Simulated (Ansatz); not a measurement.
**Geometry relaxation, with input and output: C₄H₁₁AlO**

The run: geometry relaxation of C₄H₁₁AlO, SMILES C[CH2][Al]([OH])[CH2]C. Method and program: RKS PBE0-D4/def2-TZVP (Ansatz 0.2.0).

The geometry: PBE-D4/def2-SVP start. Figures and captions count atoms from 1; the log counts them from 0 in places.

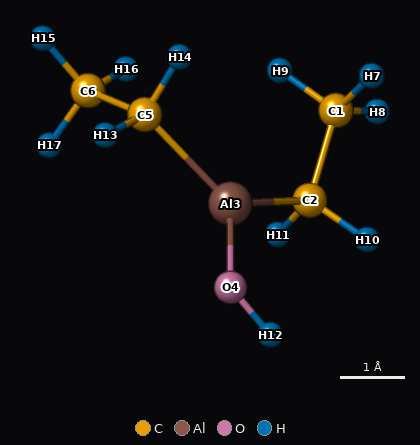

Fig. 1: The input geometry (ball-and-stick view, seen at a tilt; atoms are numbered from 1 in the order of the input). Sticks mark near contacts. Bond lengths as drawn: Al–C 1.97 to 1.98 Å, Al–O 1.73 Å, C–C 1.54 Å, C–H 1.11 to 1.12 Å and H–O 0.97 Å.

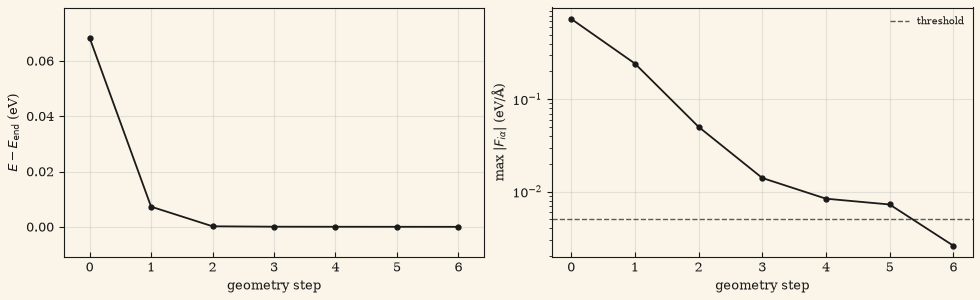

Fig. 2: Progress of the relaxation, step by step (the first geometry is step 0 here and step 1 in the log).

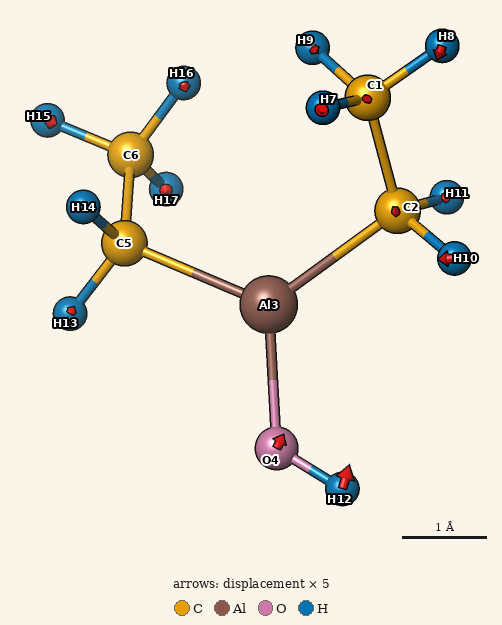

Fig. 3: The starting structure with the displacements as red arrows, magnified 5 times (ball-and-stick view, seen at a tilt). The two geometries are laid on each other by the best rigid fit. The atom that moves furthest after the best rigid fit is H12 (0.063 Å). By element the largest moves are H 0.063 Å, O 0.041 Å, C 0.020 Å, Al 0.013 Å. Distances before and after: Al3–O4 1.731 → 1.706 Å, C2–H11 1.116 → 1.099 Å, C1–H7 1.110 → 1.094 Å, C2–H10 1.113 → 1.097 Å. After 6 geometry steps the energy has fallen by 0.068 eV. The largest force component goes from 0.74 to 0.0026 eV/Å. (Atoms are counted from 1 in the order of the input.)

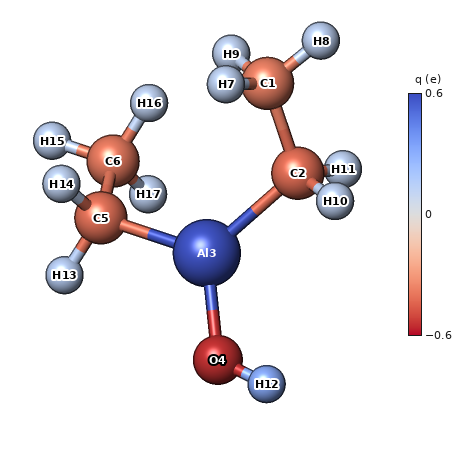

Fig. 4: Mulliken charges, as the colour of each atom (ball-and-stick view, seen at a tilt; atoms are numbered from 1 in the order of the input; Mulliken charges depend strongly on the basis). By element: C −0.41 to −0.36, Al +0.57, O −0.54 and H +0.12 to +0.31 e.

The input that produced these results follows, with the program's output.

## Input
```yaml
crystal:
  periodic: [false, false, false]
  atoms:
    - {symbol: C, position_ang: [-1.377967, 1.724398, -0.305235]}
    - {symbol: C, position_ang: [-0.732983, 0.820539, -1.371605]}
    - {symbol: Al, position_ang: [0.877596, -0.165500, -0.773319]}
    - {symbol: O, position_ang: [2.144447, -0.584144, -1.876229]}
    - {symbol: C, position_ang: [1.152311, -0.767876, 1.083331]}
    - {symbol: C, position_ang: [-0.023078, -1.547840, 1.703484]}
    - {symbol: H, position_ang: [-0.696316, 2.541331, 0.012701]}
    - {symbol: H, position_ang: [-2.312170, 2.208273, -0.663732]}
    - {symbol: H, position_ang: [-1.642476, 1.159354, 0.613421]}
    - {symbol: H, position_ang: [-0.498898, 1.404651, -2.289713]}
    - {symbol: H, position_ang: [-1.469392, 0.053022, -1.709438]}
    - {symbol: H, position_ang: [2.139905, -0.331082, -2.812977]}
    - {symbol: H, position_ang: [2.085755, -1.370412, 1.119492]}
    - {symbol: H, position_ang: [1.365530, 0.137122, 1.699174]}
    - {symbol: H, position_ang: [0.163820, -1.826599, 2.763136]}
    - {symbol: H, position_ang: [-0.967448, -0.962971, 1.690666]}
    - {symbol: H, position_ang: [-0.227736, -2.492769, 1.157141]}
basis:
  gaussian: {orbitals: def2-TZVP}
hamiltonian: {xc: pbe0, dispersion: d4}
relax: {f_tol: 0.005, max_steps: 150}
```

Command:
```bash
ansatz run in.yaml --threads 4 --pin off --events-out ev --progress --plain --max-ram 11315MiB
```

## Output
```
Functional definition: PBE0
  name "PBE0"
  cite "Adamo & Barone, J. Chem. Phys. 110, 6158 (1999) doi:10.1063/1.478522"
  cite "Perdew, Burke & Ernzerhof, Phys. Rev. Lett. 77, 3865 (1996) doi:10.1103/PhysRevLett.77.3865"
  parent pbe
  parameter a = 0.25
  parameter kappa = 0.804
  parameter beta = 0.06672455060314922
  exchange = (1 - a)*pbe_x(kappa = kappa, mu = beta*pi^2/3) + a*exact_x
  correlation = pbe_c(beta = beta)
1634 factors; their error is unknown
mean field evaluation 1: about -12946.4483 eV, gradient 9.5e1 eV
mean field evaluation 2: about -12928.1100 eV, gradient 1.3e2 eV
mean field evaluation 4: about -12965.1567 eV, gradient 7.6e0 eV
mean field evaluation 8: about -12965.2803 eV, gradient 5.9e-2 eV
mean field evaluation 16: about -12965.2742 eV, gradient 4.4e-4 eV
mean field -12965.27420534 eV, -476.4650388676 hartree, gradient 4.6e-5 eV, S^2 0.000000; 0 other end points of the search recorded, 0 dependent functions left out
the calculation of the forces begins
reference -12965.27424629 eV, -476.4650403726 hartree; 28, 28 occupied and 230, 230 virtual orbitals, 1634 factors
relax step   1: F+E_penalty+E_count = -12965.54822118 eV  Δ(F+E_penalty+E_count) = +0.000e0 eV  max|allowed force component| = 7.417e-1 eV/Å  Δτ_max = 0.0000 Å  (29 SCF iters, accepted)
these checks for a lower state are left out or cut short: starts, cluster_reference, orbital_swaps, neighbouring_geometries, increment
1634 factors; their error is unknown
mean field -12965.33381202 eV, -476.4672293728 hartree, gradient 2.6e-5 eV, S^2 0.000000; 0 other end points of the search recorded, 0 dependent functions left out
the calculation of the forces begins
reference -12965.33385263 eV, -476.4672308653 hartree; 28, 28 occupied and 230, 230 virtual orbitals, 1634 factors
relax step   2: F+E_penalty+E_count = -12965.60927456 eV  Δ(F+E_penalty+E_count) = -6.105e-2 eV  max|allowed force component| = 2.438e-1 eV/Å  Δτ_max = 0.0413 Å  (31 SCF iters, accepted)
these checks for a lower state are left out or cut short: starts, cluster_reference, orbital_swaps, neighbouring_geometries, increment
1634 factors; their error is unknown
mean field evaluation 32: about -12965.3400 eV, gradient 2.6e-5 eV
mean field -12965.34003835 eV, -476.4674581863 hartree, gradient 2.6e-5 eV, S^2 0.000000; 0 other end points of the search recorded, 0 dependent functions left out
the calculation of the forces begins
reference -12965.34007881 eV, -476.4674596731 hartree; 28, 28 occupied and 230, 230 virtual orbitals, 1634 factors
relax step   3: F+E_penalty+E_count = -12965.61637225 eV  Δ(F+E_penalty+E_count) = -7.098e-3 eV  max|allowed force component| = 5.032e-2 eV/Å  Δτ_max = 0.0222 Å  (31 SCF iters, accepted)
these checks for a lower state are left out or cut short: starts, cluster_reference, orbital_swaps, neighbouring_geometries, increment
1634 factors; their error is unknown
mean field -12965.34015030 eV, -476.4674623004 hartree, gradient 2.6e-5 eV, S^2 0.000000; 0 other end points of the search recorded, 0 dependent functions left out
the calculation of the forces begins
reference -12965.34019076 eV, -476.4674637872 hartree; 28, 28 occupied and 230, 230 virtual orbitals, 1634 factors
relax step   4: F+E_penalty+E_count = -12965.61651857 eV  Δ(F+E_penalty+E_count) = -1.463e-4 eV  max|allowed force component| = 1.407e-2 eV/Å  Δτ_max = 0.0041 Å  (31 SCF iters, accepted)
these checks for a lower state are left out or cut short: starts, cluster_reference, orbital_swaps, neighbouring_geometries, increment
1634 factors; their error is unknown
mean field -12965.34016193 eV, -476.4674627276 hartree, gradient 2.6e-5 eV, S^2 0.000000; 0 other end points of the search recorded, 0 dependent functions left out
the calculation of the forces begins
reference -12965.34020238 eV, -476.4674642143 hartree; 28, 28 occupied and 230, 230 virtual orbitals, 1634 factors
relax step   5: F+E_penalty+E_count = -12965.61654354 eV  Δ(F+E_penalty+E_count) = -2.497e-5 eV  max|allowed force component| = 8.397e-3 eV/Å  Δτ_max = 0.0027 Å  (31 SCF iters, accepted)
these checks for a lower state are left out or cut short: starts, cluster_reference, orbital_swaps, neighbouring_geometries, increment
1634 factors; their error is unknown
mean field -12965.34010491 eV, -476.4674606323 hartree, gradient 2.6e-5 eV, S^2 0.000000; 0 other end points of the search recorded, 0 dependent functions left out
the calculation of the forces begins
reference -12965.34014537 eV, -476.4674621191 hartree; 28, 28 occupied and 230, 230 virtual orbitals, 1634 factors
relax step   6: F+E_penalty+E_count = -12965.61655540 eV  Δ(F+E_penalty+E_count) = -1.186e-5 eV  max|allowed force component| = 7.266e-3 eV/Å  Δτ_max = 0.0058 Å  (31 SCF iters, accepted)
these checks for a lower state are left out or cut short: starts, cluster_reference, orbital_swaps, neighbouring_geometries, increment
1634 factors; their error is unknown
mean field -12965.34011444 eV, -476.4674609825 hartree, gradient 2.6e-5 eV, S^2 0.000000; 0 other end points of the search recorded, 0 dependent functions left out
the calculation of the forces begins
reference -12965.34015490 eV, -476.4674624694 hartree; 28, 28 occupied and 230, 230 virtual orbitals, 1634 factors
relax step   7: F+E_penalty+E_count = -12965.61656698 eV  Δ(F+E_penalty+E_count) = -1.157e-5 eV  max|allowed force component| = 2.600e-3 eV/Å  Δτ_max = 0.0031 Å  (31 SCF iters, accepted)
1634 factors; their error is unknown
mean field evaluation 64: about -12965.3401 eV, gradient 2.8e-4 eV
mean field -12965.34011444 eV, -476.4674609825 hartree, gradient 2.6e-5 eV, S^2 0.000000; 1 other end points of the search recorded, 0 dependent functions left out
the calculation of the forces begins
reference -12965.34015490 eV, -476.4674624694 hartree; 28, 28 occupied and 230, 230 virtual orbitals, 1634 factors
Total energy: -12965.61660744 eV, -476.4776219127 hartree
Atom 0 at    -1.367473     1.709975    -0.306574 Å, force     0.000009    -0.001567    -0.000215 eV/Å
Atom 1 at    -0.722862     0.806799    -1.360820 Å, force     0.000588     0.001605     0.000932 eV/Å
Atom 2 at     0.873661    -0.168494    -0.761106 Å, force    -0.002600     0.001862     0.000435 eV/Å
Atom 3 at     2.107583    -0.567288    -1.869286 Å, force     0.001026    -0.001578     0.000945 eV/Å
Atom 4 at     1.150304    -0.760079     1.083589 Å, force     0.000971     0.000376    -0.000095 eV/Å
Atom 5 at    -0.021028    -1.537129     1.692402 Å, force     0.000156    -0.001853     0.000374 eV/Å
Atom 6 at    -0.690488     2.507758     0.012394 Å, force     0.000116    -0.000645    -0.000151 eV/Å
Atom 7 at    -2.278124     2.192448    -0.674760 Å, force     0.000340    -0.000052    -0.000264 eV/Å
Atom 8 at    -1.641627     1.152200     0.593071 Å, force    -0.000307     0.000053    -0.000402 eV/Å
Atom 9 at    -0.475811     1.388752    -2.256883 Å, force    -0.000117    -0.000344    -0.000202 eV/Å
Atom 10 at    -1.455706     0.063176    -1.703844 Å, force     0.000153     0.000690     0.000341 eV/Å
Atom 11 at     2.082155    -0.316930    -2.791019 Å, force     0.000149     0.000699    -0.002031 eV/Å
Atom 12 at     2.065665    -1.360169     1.122213 Å, force    -0.000198    -0.000343     0.000840 eV/Å
Atom 13 at     1.356374     0.125115     1.700115 Å, force     0.000037     0.000770    -0.000776 eV/Å
Atom 14 at     0.162438    -1.807586     2.736797 Å, force     0.000252    -0.000035     0.000361 eV/Å
Atom 15 at    -0.950153    -0.960180     1.671387 Å, force    -0.000333     0.000707    -0.000100 eV/Å
Atom 16 at    -0.214009    -2.468871     1.152620 Å, force    -0.000239    -0.000345     0.000008 eV/Å
Dipole moment:    -0.182750     0.141327    -0.128566 e Å
```

## Trajectory as extended XYZ (Å, eV, eV/Å), 6 of the 7 frames kept, from step=1 to step=7
```
17
Properties=species:S:1:pos:R:3:forces:R:3 step=1 energy=-12965.54822
C    -1.3780    1.7244   -0.3052   -0.1495   0.1943   0.2327
C    -0.7330    0.8205   -1.3716   -0.1313  -0.0643  -0.3242
Al    0.8776   -0.1655   -0.7733    0.2827  -0.1039  -0.2498
O     2.1444   -0.5841   -1.8762   -0.4285   0.3332  -0.3365
C     1.1523   -0.7679    1.0833    0.2681   0.0820   0.1914
C    -0.0231   -1.5478    1.7035   -0.2490  -0.1601   0.1466
H    -0.6963    2.5413    0.0127   -0.3094  -0.3978  -0.1685
H    -2.3122    2.2083   -0.6637    0.4617  -0.2487   0.1455
H    -1.6425    1.1594    0.6134    0.1421   0.2531  -0.4591
H    -0.4989    1.4047   -2.2897   -0.1089  -0.2509   0.4515
H    -1.4694    0.0530   -1.7094    0.3115   0.3732   0.1704
H     2.1399   -0.3311   -2.8130   -0.0450  -0.1725   0.7417
H     2.0858   -1.3704    1.1195   -0.4553   0.2581  -0.0060
H     1.3655    0.1371    1.6992   -0.1189  -0.4347  -0.2516
H     0.1638   -1.8266    2.7631   -0.0617   0.1477  -0.5210
H    -0.9674   -0.9630    1.6907    0.4726  -0.2614  -0.0099
H    -0.2277   -2.4928    1.1571    0.1186   0.4527   0.2468
17
Properties=species:S:1:pos:R:3:forces:R:3 step=2 energy=-12965.60928
C    -1.3693    1.7155   -0.3089   -0.0548   0.0743   0.0916
C    -0.7281    0.8123   -1.3669   -0.0459  -0.0511  -0.1192
Al    0.8708   -0.1680   -0.7652    0.2095  -0.0595  -0.1749
O     2.1245   -0.5709   -1.8713   -0.2438   0.1228   0.0486
C     1.1478   -0.7655    1.0827    0.1034   0.0495   0.0614
C    -0.0212   -1.5421    1.6991   -0.1043  -0.0621   0.0449
H    -0.6911    2.5207    0.0047   -0.0920  -0.1129  -0.0443
H    -2.2894    2.1956   -0.6710    0.1345  -0.0723   0.0458
H    -1.6350    1.1563    0.5981    0.0386   0.0787  -0.1288
H    -0.4903    1.3943   -2.2709   -0.0184  -0.0811   0.1295
H    -1.4642    0.0615   -1.7041    0.1057   0.1128   0.0514
H     2.1073   -0.3134   -2.7949   -0.0159  -0.0403   0.1756
H     2.0679   -1.3669    1.1196   -0.1267   0.0793  -0.0119
H     1.3579    0.1244    1.7005   -0.0318  -0.1286  -0.0921
H     0.1675   -1.8159    2.7468   -0.0188   0.0436  -0.1526
H    -0.9538   -0.9615    1.6846    0.1324  -0.0819   0.0006
H    -0.2205   -2.4768    1.1574    0.0284   0.1288   0.0744
17
Properties=species:S:1:pos:R:3:forces:R:3 step=3 energy=-12965.61637
C    -1.3662    1.7114   -0.3083   -0.0050   0.0044  -0.0021
C    -0.7239    0.8074   -1.3625    0.0075  -0.0089   0.0050
Al    0.8724   -0.1661   -0.7612    0.0461  -0.0318  -0.0358
O     2.1126   -0.5659   -1.8664   -0.0503   0.0191   0.0466
C     1.1471   -0.7623    1.0820    0.0040   0.0113  -0.0126
C    -0.0219   -1.5389    1.6944   -0.0014  -0.0013   0.0032
H    -0.6909    2.5125    0.0051    0.0083   0.0058   0.0016
H    -2.2800    2.1896   -0.6734   -0.0087   0.0052  -0.0046
H    -1.6345    1.1561    0.5944   -0.0010  -0.0075   0.0060
H    -0.4800    1.3861   -2.2609    0.0008   0.0110  -0.0076
H    -1.4563    0.0615   -1.7010   -0.0058  -0.0041  -0.0015
H     2.0869   -0.3107   -2.7867    0.0038   0.0016  -0.0148
H     2.0626   -1.3619    1.1166    0.0053  -0.0083   0.0038
H     1.3563    0.1228    1.6972   -0.0007   0.0047   0.0116
H     0.1663   -1.8112    2.7371    0.0020  -0.0026   0.0115
H    -0.9505   -0.9614    1.6793   -0.0061   0.0077  -0.0027
H    -0.2189   -2.4695    1.1546    0.0013  -0.0062  -0.0075
17
Properties=species:S:1:pos:R:3:forces:R:3 step=5 energy=-12965.61654
C    -1.3668    1.7104   -0.3083   -0.0008   0.0013   0.0012
C    -0.7232    0.8060   -1.3620   -0.0024  -0.0014   0.0002
Al    0.8733   -0.1685   -0.7612   -0.0028  -0.0023   0.0061
O     2.1097   -0.5641   -1.8679   -0.0028   0.0041  -0.0084
C     1.1494   -0.7623    1.0830    0.0045   0.0019   0.0004
C    -0.0215   -1.5378    1.6944   -0.0037  -0.0012  -0.0002
H    -0.6899    2.5094    0.0079   -0.0009  -0.0006   0.0005
H    -2.2786    2.1914   -0.6758    0.0014  -0.0003   0.0003
H    -1.6389    1.1541    0.5929   -0.0001   0.0006  -0.0013
H    -0.4775    1.3865   -2.2593    0.0004  -0.0002   0.0001
H    -1.4566    0.0617   -1.7028    0.0020   0.0009   0.0001
H     2.0822   -0.3090   -2.7885    0.0051  -0.0036   0.0017
H     2.0641   -1.3636    1.1199   -0.0009   0.0008   0.0004
H     1.3581    0.1226    1.6992   -0.0001  -0.0009  -0.0003
H     0.1644   -1.8096    2.7380    0.0002   0.0008  -0.0015
H    -0.9496   -0.9590    1.6765    0.0007  -0.0008   0.0001
H    -0.2178   -2.4687    1.1542    0.0002   0.0009   0.0006
17
Properties=species:S:1:pos:R:3:forces:R:3 step=6 energy=-12965.61656
C    -1.3669    1.7102   -0.3072   -0.0007   0.0017   0.0009
C    -0.7232    0.8067   -1.3615   -0.0023  -0.0028   0.0008
Al    0.8730   -0.1685   -0.7610   -0.0003   0.0024   0.0019
O     2.1086   -0.5662   -1.8677    0.0005  -0.0017   0.0005
C     1.1498   -0.7608    1.0833    0.0033   0.0020  -0.0019
C    -0.0212   -1.5375    1.6927   -0.0019  -0.0026   0.0029
H    -0.6901    2.5090    0.0097   -0.0003   0.0003   0.0003
H    -2.2788    2.1913   -0.6742    0.0010   0.0000   0.0003
H    -1.6388    1.1532    0.5936   -0.0009  -0.0001  -0.0006
H    -0.4774    1.3880   -2.2583    0.0012  -0.0007   0.0005
H    -1.4565    0.0627   -1.7030    0.0012   0.0006  -0.0003
H     2.0828   -0.3147   -2.7890    0.0023   0.0008  -0.0073
H     2.0650   -1.3611    1.1211    0.0000   0.0001   0.0005
H     1.3567    0.1243    1.6997   -0.0001   0.0003   0.0004
H     0.1630   -1.8085    2.7368   -0.0002   0.0002   0.0015
H    -0.9499   -0.9600    1.6725   -0.0030   0.0012   0.0010
H    -0.2152   -2.4688    1.1528    0.0000  -0.0018  -0.0015
17
Properties=species:S:1:pos:R:3:forces:R:3 step=7 energy=-12965.61657
C    -1.3675    1.7100   -0.3066    0.0000  -0.0016  -0.0002
C    -0.7229    0.8068   -1.3608    0.0006   0.0016   0.0009
Al    0.8737   -0.1685   -0.7611   -0.0026   0.0019   0.0004
O     2.1076   -0.5673   -1.8693    0.0010  -0.0016   0.0009
C     1.1503   -0.7601    1.0836    0.0010   0.0004  -0.0001
C    -0.0210   -1.5371    1.6924    0.0002  -0.0019   0.0004
H    -0.6905    2.5078    0.0124    0.0001  -0.0006  -0.0002
H    -2.2781    2.1924   -0.6748    0.0003  -0.0001  -0.0003
H    -1.6416    1.1522    0.5931   -0.0003   0.0001  -0.0004
H    -0.4758    1.3888   -2.2569   -0.0001  -0.0003  -0.0002
H    -1.4557    0.0632   -1.7038    0.0002   0.0007   0.0003
H     2.0822   -0.3169   -2.7910    0.0001   0.0007  -0.0020
H     2.0657   -1.3602    1.1222   -0.0002  -0.0003   0.0008
H     1.3564    0.1251    1.7001    0.0000   0.0008  -0.0008
H     0.1624   -1.8076    2.7368    0.0003   0.0000   0.0004
H    -0.9502   -0.9602    1.6714   -0.0003   0.0007  -0.0001
H    -0.2140   -2.4689    1.1526   -0.0002  -0.0003   0.0000
```

## Results in brief

- outcome: converged
- total energy: −12965.6166 eV
- mean-field energy: −12965.3402 eV
- dispersion energy: −0.2765 eV
- SCF solution under orbital rotations: stable
- largest force (length of the vector) at the end: 0.003 eV/Å
- dipole moment: 1.27 D
- hardware: 4 threads of Intel Xeon @ 2.50GHz, 180 GiB of memory available, shared host
- wall time: 91 s (CPU time 5.4 min)
- peak memory: 0.84 GiB
